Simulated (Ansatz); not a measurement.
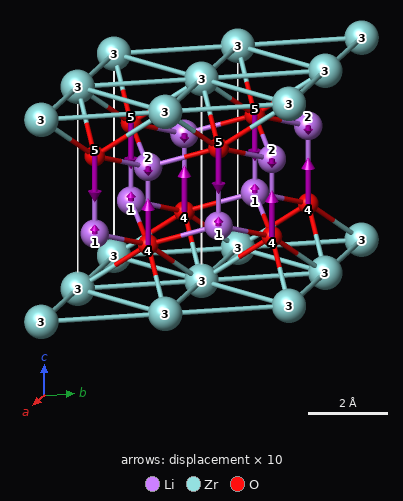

A relaxation of a crystal of Li$_{2}$ZrO$_{2}$ (a generated structure, set up in P-3m1) (coarse preliminary run). The starting structure is drawn; purple arrows show the displacements (the part carried along by the change of the cell is left out), 10 times their true length.

Style: ball-and-stick. Shown: the cell of the calculation, repeated 2 × 2 × 1 with one cell outlined, slightly off an axis.

The calculation used DFT PBE, scalar-relativistic, plane waves, PAW (Ansatz). Settings: plane-wave cutoff 420 eV; k-point mesh 6 × 6 × 4; occupations gaussian; smearing width 0.1 eV; no spin polarisation; cell and atoms relaxed; force threshold 0.04 eV/Å; at most 70 steps.

**Atoms of which element are displaced furthest, and by how much?**

Oxygen: up to 0.12 Å, against 0.02 Å for lithium.

**Describe the change and its energy.**

After 6 accepted moves (8 points after the start) the energy has fallen by 0.591 eV per cell of the calculation. Largest force component: 1.4 eV/Å at the start, 0.0053 eV/Å at the end. Pressure: 2.19 GPa at the start and 0.06 GPa at the end. The SCF was repeated twice at an unchanged geometry on a basis and grid sized afresh for the cell, which shifted the energy by 14.5 meV per cell of the calculation at most. The largest moves relative to the cell, 0.12 Å, are those of O4 and O5. O4 goes along +c. Largest moves by element: O 0.12 Å, Li 0.02 Å. Zr stays in place. The drawn cell changes as follows: a = b 3.251 → 3.074 Å (−5.4 %), c 5.361 → 5.922 Å (+10.5 %); the volume changes by −1.2 %. Among the contacts that change: Zr3–Zr3 3.251 → 3.074 Å, Li1–Zr3 2.725 → 2.833 Å, Li1–O4 1.986 → 1.880 Å, Zr3–O4 2.298 → 2.381 Å. The space group stays P-3m1 (No. 164). Cost: 16 s on 1 thread of Arm Neoverse V1, with other jobs on the host, peak memory 0.33 GiB.
